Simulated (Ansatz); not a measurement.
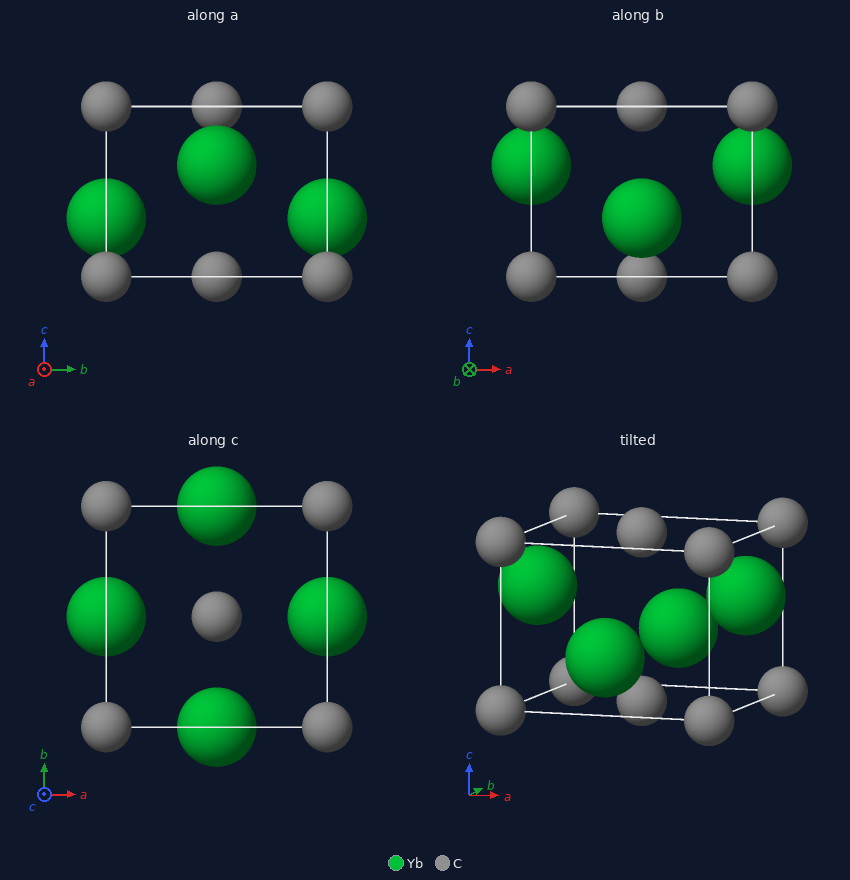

Drawn in the spheres-only manner and seen along the a axis, along the b axis, along the c axis and slightly off an axis. The parallelepiped is the conventional unit cell.

Lattice parameters: a = 4.306 Å, b = 4.306 Å, c = 3.317 Å, α = 90.00°, β = 90.00°, γ = 90.00°.

**Write down what is shown as a table of Wyckoff sites, with free fractional coordinates to two decimals.**

Space group P4/nmm:1 (No. 129).
```tsv
atom	site	x	y	z
Yb	2c	0.50	0.00	0.34
C	2a	0.00	0.00	0.00
```

It goes back to a structure type filled with these elements by a generator (whether the compound takes this form wasn't checked). Earlier steps of the study, as a rule a relaxation of our own, may have changed the cell and positions, so they can lie some per cent off the listed ones. It was run through Ansatz as a DFT input.
